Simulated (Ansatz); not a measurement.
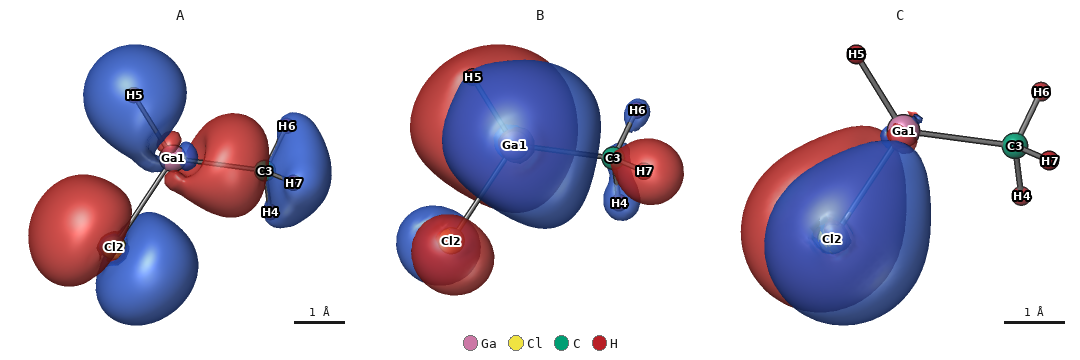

Figure 1: CH4ClGa. Three frontier orbitals at ±0.08 Å⁻³ᐟ² (blue and red are the two phases), in no order.

Theory: RKS r2SCAN-D4/def2-SVP (Ansatz 0.2.0).

```yaml
atoms:
  - { symbol: Ga, position_ang: [0.5777, -0.1737, 0.8061] }
  - { symbol: Cl, position_ang: [2.2165, -1.4662, 0.2209] }
  - { symbol: C, position_ang: [-0.6800, 0.2705, -0.6136] }
  - { symbol: H, position_ang: [-0.7634, -0.5601, -1.3293] }
  - { symbol: H, position_ang: [0.6269, 0.2601, 2.3001] }
  - { symbol: H, position_ang: [-1.6764, 0.5209, -0.2206] }
  - { symbol: H, position_ang: [-0.3015, 1.1484, -1.1634] }
```

Which picture is the HOMO−1, the HOMO and the LUMO?

Answer. C is the HOMO−1 (−7.76 eV). By Hirshfeld shares it lies mainly on Cl2 (about 90 %) and Ga1 (about 10 %); largely a lone pair of Cl2. A is the HOMO (−7.02 eV). Its weight (Hirshfeld) is mainly on Cl2 (about 55 %), C3 (about 15 %), Ga1 (about 15 %) and H5 (about 10 %). B is the LUMO (−1.77 eV). By Hirshfeld shares it lies mainly on Ga1 (about 75 %) and Cl2 (about 10 %).

What is the HOMO–LUMO gap?

Answer. 5.25 eV between the orbital energies.
